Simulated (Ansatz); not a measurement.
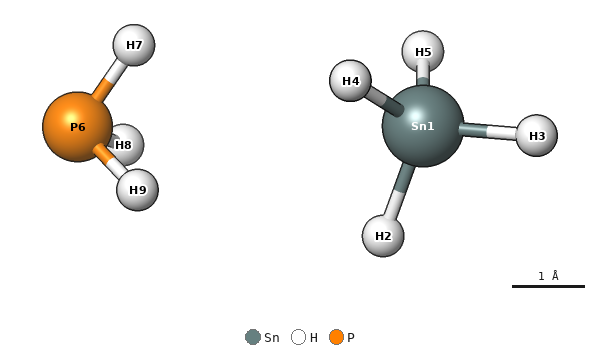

The input geometry (ball-and-stick view, seen at a tilt; atoms are numbered from 1 in the order of the input). Sticks mark near contacts. Bond lengths as drawn: H–P 1.42 Å and H–Sn 1.70 Å.

## Run report: SnPH7, nudged elastic band

SnPH7, computed with RKS BHLYP/def2-SVP (Ansatz 0.2.0).

It belongs to a series of runs on one base structure; here: band between the two ends. Figures and captions count atoms from 1; the log counts them from 0 in places.

## Input
```yaml
crystal:
  periodic: [false, false, false]
  atoms:
    - { symbol: Sn, position_ang: [0.624026, -0.151714, -0.288728] }
    - { symbol: H, position_ang: [0.805311, -0.246328, 1.403346] }
    - { symbol: H, position_ang: [2.136527, 0.170552, -1.005745] }
    - { symbol: H, position_ang: [-0.466658, 1.09902, -0.677072] }
    - { symbol: H, position_ang: [0.021516, -1.632633, -0.878938] }
    - { symbol: P, position_ang: [-3.69839, 0.021698, 2.00097] }
    - { symbol: H, position_ang: [-3.510531, -0.0383, 0.59717] }
    - { symbol: H, position_ang: [-3.125126, -1.254315, 2.233671] }
    - { symbol: H, position_ang: [-2.487177, 0.719921, 2.235527] }
basis:
  gaussian: { orbitals: def2-SVP }
hamiltonian:
  xc: { name: BHLYP }
neb:
  order_check: false
  images: 7
  f_tol: 0.03
  max_iterations: 60
  final_atoms:
    - { symbol: Sn, position_ang: [-0.57470371, -0.21045174, -0.7112559] }
    - { symbol: H, position_ang: [0.09641921, 0.50160002, 3.7131691] }
    - { symbol: H, position_ang: [0.89820262, -0.04462436, 0.13318584] }
    - { symbol: H, position_ang: [-0.71307221, 1.03980283, -1.86440051] }
    - { symbol: H, position_ang: [-0.60292625, -1.72050936, -1.50884426] }
    - { symbol: P, position_ang: [-2.47079638, 0.03121942, 0.94257976] }
    - { symbol: H, position_ang: [-3.4679601, -0.36831957, 0.01758334] }
    - { symbol: H, position_ang: [-2.30687287, -1.26986824, 1.48046892] }
    - { symbol: H, position_ang: [-0.55879231, 0.72905201, 3.4177147] }
  initial_path:
    images:
      - { positions_ang: [[0.624026, -0.151714, -0.288728], [0.805311, -0.246328, 1.403346], [2.136527, 0.170552, -1.005745], [-0.466658, 1.09902, -0.677072], [0.021516, -1.632633, -0.878938], [-3.69839, 0.021698, 2.00097], [-3.510531, -0.0383, 0.59717], [-3.125126, -1.254315, 2.233671], [-2.487177, 0.719921, 2.235527]] }
      - { positions_ang: [[0.46451529, -0.11406223, -0.22250546], [0.6146292, -0.20566558, 1.56845031], [2.00489106, 0.12360831, -0.91645181], [-0.55333537, 1.18915396, -0.63891827], [-0.20484821, -1.56873076, -0.8178884], [-3.42576192, 0.02296739, 1.73045045], [-3.48727752, -0.23063164, 0.47378174], [-3.00174428, -1.05370038, 2.23914293], [-2.11157024, 0.52496193, 2.2041395]] }
      - { positions_ang: [[0.30500457, -0.07641045, -0.15628293], [0.42394739, -0.16500316, 1.73355462], [1.87325511, 0.07666463, -0.82715861], [-0.64001274, 1.27928791, -0.60076454], [-0.43121242, -1.50482852, -0.7568388], [-3.15313385, 0.02423679, 1.45993091], [-3.46402404, -0.42296329, 0.35039349], [-2.87836256, -0.85308576, 2.24461487], [-1.73596348, 0.33000287, 2.172752]] }
      - { positions_ang: [[0.14549386, -0.03875868, -0.09006039], [0.23326559, -0.12434074, 1.89865893], [1.74161917, 0.02972094, -0.73786542], [-0.72669011, 1.36942187, -0.56261081], [-0.65757663, -1.44092628, -0.6957892], [-2.88050577, 0.02550618, 1.18941136], [-3.44077055, -0.61529493, 0.22700523], [-2.75498084, -0.65247115, 2.2500868], [-1.36035671, 0.1350438, 2.1413645]] }
      - { positions_ang: [[-0.01401685, -0.00110691, -0.02383785], [0.04258379, -0.08367832, 2.06376324], [1.60998322, -0.01722275, -0.64857222], [-0.81336748, 1.45955582, -0.52445708], [-0.88394084, -1.37702404, -0.63473961], [-2.6078777, 0.02677557, 0.91889182], [-3.41751707, -0.80762658, 0.10361697], [-2.63159912, -0.45185653, 2.25555873], [-0.98474995, -0.05991526, 2.109977]] }
      - { positions_ang: [[-0.15418857, -0.05344312, -0.19569236], [0.05604264, 0.06264126, 2.47611471], [1.43203807, -0.02407315, -0.45313271], [-0.78829366, 1.35461757, -0.85944294], [-0.81368719, -1.46289537, -0.85326577], [-2.57360737, 0.02788653, 0.9248138], [-3.43012783, -0.69779983, 0.08210856], [-2.55041756, -0.65635946, 2.06178628], [-0.87826054, 0.13732656, 2.43691143]] }
      - { positions_ang: [[-0.29436028, -0.10577933, -0.36754687], [0.0695015, 0.20896085, 2.88846617], [1.25409292, -0.03092356, -0.25769319], [-0.76321984, 1.24967932, -1.19442879], [-0.74343355, -1.5487667, -1.07179193], [-2.53933704, 0.0289975, 0.93073579], [-3.44273859, -0.58797307, 0.06060015], [-2.46923599, -0.86086238, 1.86801383], [-0.77177113, 0.33456837, 2.76384585]] }
      - { positions_ang: [[-0.43453199, -0.15811554, -0.53940139], [0.08296035, 0.35528043, 3.30081764], [1.07614777, -0.03777396, -0.06225368], [-0.73814603, 1.14474108, -1.52941465], [-0.6731799, -1.63463803, -1.2903181], [-2.50506671, 0.03010846, 0.93665777], [-3.45534935, -0.47814632, 0.03909175], [-2.38805443, -1.06536531, 1.67424137], [-0.66528172, 0.53181019, 3.09078028]] }
      - { positions_ang: [[-0.57470371, -0.21045174, -0.7112559], [0.09641921, 0.50160002, 3.7131691], [0.89820262, -0.04462436, 0.13318584], [-0.71307221, 1.03980283, -1.86440051], [-0.60292625, -1.72050936, -1.50884426], [-2.47079638, 0.03121942, 0.94257976], [-3.4679601, -0.36831957, 0.01758334], [-2.30687287, -1.26986824, 1.48046892], [-0.55879231, 0.72905201, 3.4177147]] }
```

Command:
```bash
ansatz run input.yaml --threads 1 --pin off --max-ram 2048MiB --backend cpu --events-out ev --progress --plain --runs-dir out
```

## Log
```
Engine: ansatz 0.2.0, x86_64-unknown-linux-gnu
Functional definition: BHLYP
  parameter a = 0.5
  exchange = (1 - a)*b88_x + a*exact_x
  correlation = lyp_c
927 factors; integrals over basis functions are off by at most 3.5e-4 eV
mean field evaluation 1: about -15227.4151 eV, gradient 8.2e0 eV
mean field evaluation 2: about -15227.6361 eV, gradient 3.5e0 eV
mean field evaluation 4: about -15227.6699 eV, gradient 7.4e-2 eV
mean field evaluation 8: about -15227.6698 eV, gradient 8.7e-4 eV
mean field -15227.66975943 eV, -559.6065419738 hartree, gradient 2.2e-5 eV, S^2 0.000000; 0 other end points of the search recorded, 0 dependent functions left out
the calculation of the forces begins
reference -15227.66995604 eV, -559.6065491992 hartree; 22, 22 occupied and 57, 57 virtual orbitals, 927 factors
930 factors; integrals over basis functions are off by at most 4.4e-4 eV
mean field evaluation 16: about -15227.6390 eV, gradient 1.1e-1 eV
mean field -15227.63874519 eV, -559.6054022215 hartree, gradient 9.6e-6 eV, S^2 0.000000; 0 other end points of the search recorded, 0 dependent functions left out
[... from here on the field's lines of each further geometry are left out, up to the last ...]
NEB iter   1: max|band force component| = 9.360e0 eV/Å  barrier→ = 5.2267 eV  barrier← = 5.1957 eV  Δτ_max = 0.2000 Å  (229 SCF iters)
NEB iter   2: max|band force component| = 5.429e0 eV/Å  barrier→ = 4.0387 eV  barrier← = 4.0077 eV  Δτ_max = 0.2000 Å  (190 SCF iters)
NEB iter   3: max|band force component| = 3.394e0 eV/Å  barrier→ = 3.4378 eV  barrier← = 3.4068 eV  Δτ_max = 0.2000 Å  (173 SCF iters)
NEB iter   4: max|band force component| = 1.300e0 eV/Å  barrier→ = 3.0549 eV  barrier← = 3.0239 eV  Δτ_max = 0.1573 Å  (163 SCF iters)
NEB iter   5: max|band force component| = 1.030e0 eV/Å  barrier→ = 2.7880 eV  barrier← = 2.7569 eV  CI = image 4  Δτ_max = 0.2000 Å  (159 SCF iters)
NEB iter   6: max|band force component| = 1.494e0 eV/Å  barrier→ = 2.9655 eV  barrier← = 2.9345 eV  CI = image 4  Δτ_max = 0.1025 Å  (156 SCF iters)
NEB iter   7: max|band force component| = 1.181e0 eV/Å  barrier→ = 3.2788 eV  barrier← = 3.2478 eV  CI = image 4  Δτ_max = 0.2000 Å  (156 SCF iters)
NEB iter   8: max|band force component| = 4.356e0 eV/Å  barrier→ = 3.3307 eV  barrier← = 3.2997 eV  CI = image 4  Δτ_max = 0.0999 Å  (162 SCF iters)
NEB iter   9: max|band force component| = 1.067e0 eV/Å  barrier→ = 3.2858 eV  barrier← = 3.2548 eV  CI = image 4  Δτ_max = 0.2000 Å  (157 SCF iters)
NEB iter  10: max|band force component| = 4.146e-1 eV/Å  barrier→ = 3.2695 eV  barrier← = 3.2385 eV  CI = image 4  Δτ_max = 0.1996 Å  (161 SCF iters)
NEB iter  11: max|band force component| = 3.723e-1 eV/Å  barrier→ = 3.2526 eV  barrier← = 3.2216 eV  CI = image 4  Δτ_max = 0.2000 Å  (164 SCF iters)
NEB iter  12: max|band force component| = 3.868e-1 eV/Å  barrier→ = 3.2297 eV  barrier← = 3.1987 eV  CI = image 4  Δτ_max = 0.1000 Å  (165 SCF iters)
NEB iter  13: max|band force component| = 3.247e-1 eV/Å  barrier→ = 3.2086 eV  barrier← = 3.1776 eV  CI = image 4  Δτ_max = 0.0999 Å  (161 SCF iters)
NEB iter  14: max|band force component| = 1.988e-1 eV/Å  barrier→ = 3.1931 eV  barrier← = 3.1621 eV  CI = image 4  Δτ_max = 0.1000 Å  (161 SCF iters)
NEB iter  15: max|band force component| = 1.561e-1 eV/Å  barrier→ = 3.1793 eV  barrier← = 3.1483 eV  CI = image 4  Δτ_max = 0.0997 Å  (155 SCF iters)
NEB iter  16: max|band force component| = 1.377e-1 eV/Å  barrier→ = 3.1668 eV  barrier← = 3.1358 eV  CI = image 4  Δτ_max = 0.0997 Å  (156 SCF iters)
NEB iter  17: max|band force component| = 1.789e-1 eV/Å  barrier→ = 3.1563 eV  barrier← = 3.1252 eV  CI = image 4  Δτ_max = 0.0500 Å  (156 SCF iters)
NEB iter  18: max|band force component| = 1.723e-1 eV/Å  barrier→ = 3.1516 eV  barrier← = 3.1205 eV  CI = image 4  Δτ_max = 0.0500 Å  (153 SCF iters)
NEB iter  19: max|band force component| = 1.309e-1 eV/Å  barrier→ = 3.1474 eV  barrier← = 3.1163 eV  CI = image 4  Δτ_max = 0.0500 Å  (152 SCF iters)
NEB iter  20: max|band force component| = 8.040e-2 eV/Å  barrier→ = 3.1436 eV  barrier← = 3.1126 eV  CI = image 4  Δτ_max = 0.0501 Å  (153 SCF iters)
NEB iter  21: max|band force component| = 7.771e-2 eV/Å  barrier→ = 3.1408 eV  barrier← = 3.1098 eV  CI = image 4  Δτ_max = 0.0500 Å  (161 SCF iters)
NEB iter  22: max|band force component| = 9.137e-2 eV/Å  barrier→ = 3.1384 eV  barrier← = 3.1074 eV  CI = image 4  Δτ_max = 0.0250 Å  (153 SCF iters)
NEB iter  23: max|band force component| = 8.531e-2 eV/Å  barrier→ = 3.1375 eV  barrier← = 3.1065 eV  CI = image 4  Δτ_max = 0.0250 Å  (147 SCF iters)
NEB iter  24: max|band force component| = 8.098e-2 eV/Å  barrier→ = 3.1369 eV  barrier← = 3.1058 eV  CI = image 4  Δτ_max = 0.0250 Å  (148 SCF iters)
NEB iter  25: max|band force component| = 6.050e-2 eV/Å  barrier→ = 3.1365 eV  barrier← = 3.1055 eV  CI = image 4  Δτ_max = 0.0500 Å  (148 SCF iters)
NEB iter  26: max|band force component| = 4.267e-2 eV/Å  barrier→ = 3.1364 eV  barrier← = 3.1054 eV  CI = image 4  Δτ_max = 0.0501 Å  (151 SCF iters)
NEB iter  27: max|band force component| = 6.985e-2 eV/Å  barrier→ = 3.1364 eV  barrier← = 3.1054 eV  CI = image 4  Δτ_max = 0.0250 Å  (156 SCF iters)
NEB iter  28: max|band force component| = 6.392e-2 eV/Å  barrier→ = 3.1364 eV  barrier← = 3.1053 eV  CI = image 4  Δτ_max = 0.0250 Å  (147 SCF iters)
NEB iter  29: max|band force component| = 4.248e-2 eV/Å  barrier→ = 3.1363 eV  barrier← = 3.1053 eV  CI = image 4  Δτ_max = 0.0250 Å  (141 SCF iters)
NEB iter  30: max|band force component| = 3.585e-2 eV/Å  barrier→ = 3.1363 eV  barrier← = 3.1053 eV  CI = image 4  Δτ_max = 0.0250 Å  (137 SCF iters)
the calculation of the forces begins
reference -15227.62803542 eV, -559.6050086446 hartree; 22, 22 occupied and 57, 57 virtual orbitals, 925 factors
929 factors; integrals over basis functions are off by at most 5.5e-4 eV
mean field -15224.53343688 eV, -559.4912842459 hartree, gradient 7.4e-5 eV, S^2 0.000000; 1 other end points of the search recorded, 0 dependent functions left out
the calculation of the forces begins
reference -15224.53361956 eV, -559.4912909592 hartree; 22, 22 occupied and 57, 57 virtual orbitals, 929 factors
NEB iter  31: max|band force component| = 2.870e-2 eV/Å  barrier→ = 3.1363 eV  barrier← = 3.1053 eV  CI = image 4  Δτ_max = 0.0000 Å  (291 SCF iters)
```

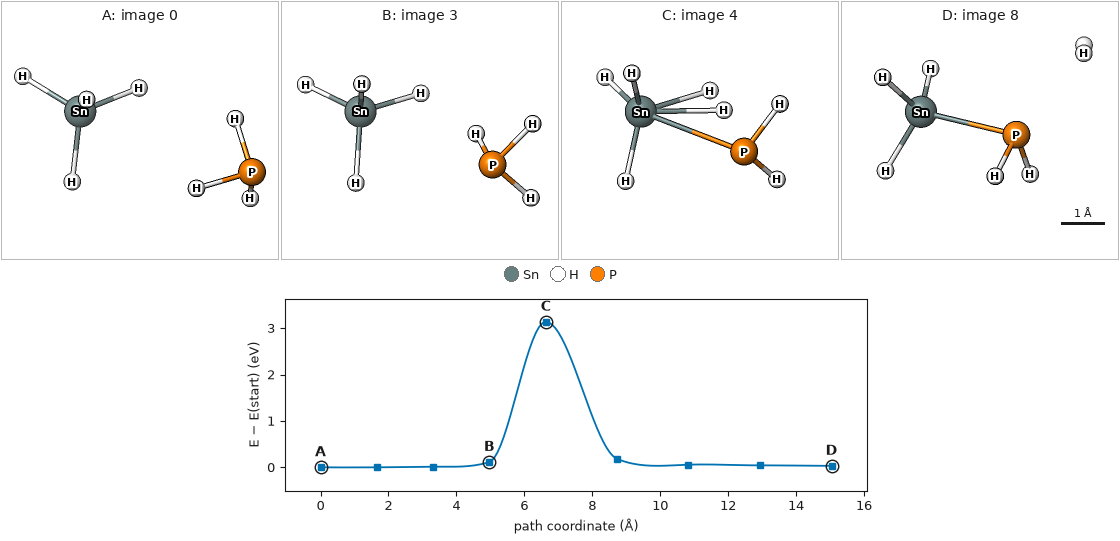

Images of the last band (counted from 0; ball-and-stick, seen at a tilt) above the energy along the path; the line is a cubic interpolation that uses the forces. The highest image is number 4, 3.136 eV above the start and 3.105 eV above the end (the climbing image); the end lies 0.031 eV above the start. The path is 15.05 Å long. The band converged in 31 iterations.

```
Total energy: -15224.53361956 eV, -559.4912909592 hartree
Atom 0 at    -0.125950     0.100359    -0.192082 Å, force     0.000487     0.001105     0.000367 eV/Å
Atom 1 at    -0.138046    -0.598125     1.691901 Å, force     0.000612     0.001184     0.000069 eV/Å
Atom 2 at     1.596381    -0.021685    -0.048063 Å, force     0.000365    -0.000678    -0.000174 eV/Å
Atom 3 at    -0.508895     1.748632    -0.307737 Å, force     0.000248    -0.000632     0.000094 eV/Å
Atom 4 at    -0.631301    -1.062941    -1.316855 Å, force    -0.000673    -0.000602    -0.000143 eV/Å
Atom 5 at    -2.901922    -0.131524     0.835857 Å, force     0.000341    -0.000084    -0.000572 eV/Å
Atom 6 at    -3.012841    -1.428628     1.401988 Å, force    -0.000245    -0.000760    -0.000737 eV/Å
Atom 7 at    -2.908477     0.546081     2.083188 Å, force    -0.000112    -0.000101     0.001352 eV/Å
Atom 8 at    -1.069451    -0.464268     1.472005 Å, force    -0.001023     0.000567    -0.000256 eV/Å
Dipole moment:     0.613058     0.028052    -0.163410 e Å
this run last wrote the band of iteration 31 to [file]
```

## The last band as extended XYZ (Å, eV, eV/Å)
```
9
Properties=species:S:1:pos:R:3:forces:R:3 image=0 energy=-15227.66976
Sn    0.6240   -0.1517   -0.2887    0.0002  -0.0031  -0.0033
H     0.8053   -0.2463    1.4033   -0.0007   0.0039  -0.0014
H     2.1365    0.1706   -1.0057    0.0003   0.0007   0.0016
H    -0.4667    1.0990   -0.6771    0.0030   0.0019   0.0023
H     0.0215   -1.6326   -0.8789   -0.0039  -0.0021   0.0018
P    -3.6984    0.0217    2.0010    0.0262  -0.0205  -0.0062
H    -3.5105   -0.0383    0.5972   -0.0014   0.0039   0.0122
H    -3.1251   -1.2543    2.2337   -0.0097   0.0209  -0.0033
H    -2.4872    0.7199    2.2355   -0.0139  -0.0056  -0.0037
9
Properties=species:S:1:pos:R:3:forces:R:3 image=1 energy=-15227.67015
Sn    0.6404   -0.0575   -0.2587   -0.0006   0.0001  -0.0007
H     0.8193   -0.5402    1.3658    0.0008  -0.0013   0.0019
H     2.1712    0.0028   -1.0059   -0.0004   0.0000  -0.0002
H    -0.0806    1.4860   -0.3164   -0.0008  -0.0006   0.0014
H    -0.3490   -1.1764   -1.0796   -0.0007  -0.0008   0.0008
P    -3.7597   -0.0919    1.8274   -0.0095  -0.0008   0.0009
H    -3.4135   -0.9248    0.7346    0.0018   0.0003  -0.0036
H    -3.0139   -0.8440    2.7680    0.0078  -0.0012   0.0007
H    -2.7147    0.8338    1.5850    0.0016   0.0043  -0.0013
9
Properties=species:S:1:pos:R:3:forces:R:3 image=2 energy=-15227.65676
Sn    0.7464    0.0626   -0.3276    0.0018  -0.0004  -0.0001
H     0.8173   -0.5880    1.2466    0.0030   0.0002  -0.0014
H     2.3142    0.1169   -0.9927    0.0031  -0.0003  -0.0020
H     0.0994    1.6378   -0.2588    0.0029   0.0002  -0.0008
H    -0.2529   -0.9187   -1.2991    0.0019   0.0000  -0.0005
P    -3.7440   -0.1119    1.5149   -0.0067   0.0009   0.0019
H    -3.5843   -1.5131    1.3786    0.0001  -0.0021  -0.0002
H    -3.7421   -0.1505    2.9312   -0.0025  -0.0017   0.0045
H    -2.3546    0.1530    1.4272   -0.0036   0.0034  -0.0014
9
Properties=species:S:1:pos:R:3:forces:R:3 image=3 energy=-15227.55478
Sn    0.4341    0.1004   -0.2012    0.0921  -0.0079   0.0036
H     0.3740   -0.5828    1.3623    0.0857   0.0174  -0.0509
H     2.0679    0.2008   -0.6570    0.0873   0.0360  -0.0983
H    -0.2727    1.6520   -0.1672    0.0415  -0.0258   0.0055
H    -0.4303   -0.8936   -1.2839    0.0441   0.0090   0.0173
P    -3.1183   -0.2293    1.1331   -0.0306  -0.0154   0.0353
H    -3.5622   -1.4998    1.5686   -0.1016  -0.0125   0.0377
H    -3.4117    0.4291    2.3502   -0.0989  -0.0041   0.0412
H    -1.7815   -0.4889    1.5154   -0.1196   0.0033   0.0086
9
Properties=species:S:1:pos:R:3:forces:R:3 image=4 energy=-15224.53344
Sn   -0.1260    0.1004   -0.1921    0.0005   0.0011   0.0004
H    -0.1380   -0.5981    1.6919    0.0006   0.0012   0.0001
H     1.5964   -0.0217   -0.0481    0.0004  -0.0007  -0.0002
H    -0.5089    1.7486   -0.3077    0.0002  -0.0006   0.0001
H    -0.6313   -1.0629   -1.3169   -0.0007  -0.0006  -0.0001
P    -2.9019   -0.1315    0.8359    0.0003  -0.0001  -0.0006
H    -3.0128   -1.4286    1.4020   -0.0002  -0.0008  -0.0007
H    -2.9085    0.5461    2.0832   -0.0001  -0.0001   0.0014
H    -1.0695   -0.4643    1.4720   -0.0010   0.0006  -0.0003
9
Properties=species:S:1:pos:R:3:forces:R:3 image=5 energy=-15227.48763
Sn   -0.5947    0.1123   -0.5336   -0.0696   0.0088  -0.0495
H     0.0361   -0.6198    2.6040    0.0382  -0.0325   0.1395
H     0.8465   -0.0365    0.3731   -0.1293  -0.0097   0.0593
H    -0.6118    1.6777   -1.2086   -0.0043   0.0090  -0.1060
H    -0.5670   -1.0952   -1.7374   -0.0045   0.0339  -0.0939
P    -2.8670   -0.1317    0.5790    0.0008   0.0008  -0.0519
H    -2.6046   -1.3257    1.2958    0.0575   0.0115  -0.0465
H    -2.6243    0.7133    1.6894    0.0614   0.0188  -0.0216
H    -0.7136   -0.6065    2.5586    0.0498  -0.0406   0.1706
9
Properties=species:S:1:pos:R:3:forces:R:3 image=6 energy=-15227.61301
Sn   -0.7609    0.0836   -0.8755    0.0019  -0.0011   0.0034
H     0.4709   -0.5008    3.6478   -0.0016  -0.0001  -0.0018
H     0.5202    0.3339    0.2253    0.0028  -0.0090  -0.0022
H    -0.7491    1.3320   -2.0389    0.0007   0.0066   0.0068
H    -0.5502   -1.4161   -1.6622   -0.0022   0.0013  -0.0092
P    -3.0120    0.0654    0.2822   -0.0071  -0.0067  -0.0189
H    -2.8364   -1.2451    0.7917    0.0095  -0.0114   0.0171
H    -2.5303    0.6888    1.4598   -0.0037   0.0203   0.0036
H    -0.2528   -0.6539    3.7899   -0.0002   0.0000   0.0012
9
Properties=species:S:1:pos:R:3:forces:R:3 image=7 energy=-15227.62785
Sn   -0.6644   -0.0246   -0.7138   -0.0004   0.0018   0.0008
H     0.3404    0.0354    3.3491    0.0015   0.0007   0.0018
H     0.5944    0.7604    0.1304   -0.0006   0.0021  -0.0011
H    -0.8293    0.6777   -2.2605   -0.0010  -0.0026   0.0000
H    -0.2815   -1.6804   -0.8854    0.0004  -0.0002   0.0036
P    -2.8143    0.3460    0.5625    0.0108  -0.0236   0.0262
H    -3.4947   -0.7244   -0.0715   -0.0005   0.0074  -0.0023
H    -2.4032   -0.4427    1.6684   -0.0112   0.0150  -0.0273
H    -0.1480   -0.2595    3.8409    0.0010  -0.0006  -0.0017
9
Properties=species:S:1:pos:R:3:forces:R:3 image=8 energy=-15227.63875
Sn   -0.5747   -0.2105   -0.7113   -0.0044  -0.0087  -0.0025
H     0.0964    0.5016    3.7132   -0.0086   0.0047  -0.0002
H     0.8982   -0.0446    0.1332   -0.0013  -0.0001  -0.0012
H    -0.7131    1.0398   -1.8644    0.0000   0.0014   0.0023
H    -0.6029   -1.7205   -1.5088    0.0023  -0.0005  -0.0041
P    -2.4708    0.0312    0.9426    0.0004   0.0084   0.0094
H    -3.4680   -0.3683    0.0176    0.0010  -0.0005  -0.0037
H    -2.3069   -1.2699    1.4805    0.0035  -0.0027  -0.0035
H    -0.5588    0.7291    3.4177    0.0070  -0.0021   0.0034
```

## Summary

| quantity | value |
| --- | --- |
| outcome | converged |
| barrier, forward | 3.136 eV |
| barrier, backward | 3.105 eV |
| hardware | 1 thread of Intel Xeon @ 2.50GHz (Skylake/Cascade Lake), 32 GiB of memory available, shared host |
| wall time | 15 min |
| peak memory | 0.21 GiB |

## Notes

The order of the saddle point was not checked.
